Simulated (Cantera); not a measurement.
Input: 1 mol HF, 0.038 mol H2O, equilibrated at 10.0 mbar.

Equilibrium computed with Cantera from the NASA thermochemical tables; the gas is ideal and each condensed phase is pure. Candidate condensed phases: H2O; 37 gas species. Ions and electrons are included (thermal ionisation). The numbers say what is thermodynamically allowed, not how fast it happens.

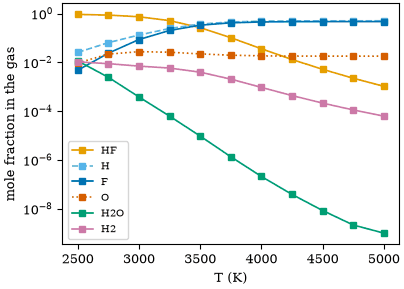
Figure. Equilibrium gas composition (values under 1e-9 drawn at 1e-9)

From 2500 K to 5000 K nothing is condensed.
